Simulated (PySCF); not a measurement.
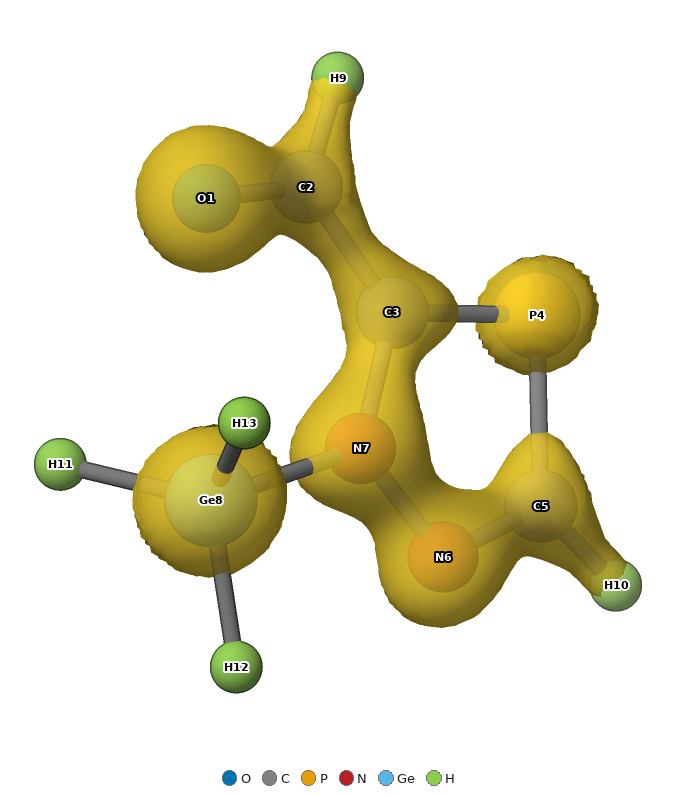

*C$_{3}$H$_{5}$GeN$_{2}$OP (SMILES O=Cc1pcn[n]1[GeH3]). Isosurface of the electron density at 1.5 e/Å³ (yellow), seen at an oblique angle.*

Geometry: PBE0-D3(BJ)/def2-SVP.

The calculation used CAM-B3LYP/def2-SVPD, SCF density, gas phase in PySCF 2.14.0.

```xyz
13

O    -1.7810    1.3801    0.9504
C    -0.6571    1.8311    0.8586
C     0.5070    1.0003    0.5870
P     2.1690    1.4882    0.4091
C     2.4900   -0.2212    0.1420
N     1.4416   -1.0259    0.1884
N     0.3387   -0.3401    0.4370
Ge   -1.3014   -1.3352    0.5376
H    -0.4599    2.9206    0.9797
H     3.4651   -0.6713   -0.0576
H    -2.2283   -0.8674   -0.5832
H    -0.7731   -2.7525    0.2836
H    -1.8755   -1.1900    1.9464
```

Question: How is the density connected at this value?

Answer: At this value the surface falls into six separate pieces. It bridges the sampled C–O (1.21 Å), N–N (1.32 Å), C–N (1.32 Å) and C–C (1.46 Å) contacts, where the density stays above the isovalue. On the grid the lowest density along these lines, outside the cores, is 2.8 e/Å³ (C–O, 1.21 Å), 2.7 e/Å³ (N–N, 1.32 Å), 2.4 e/Å³ (C–N, 1.32 Å) and 1.9 e/Å³ (C–C, 1.46 Å).
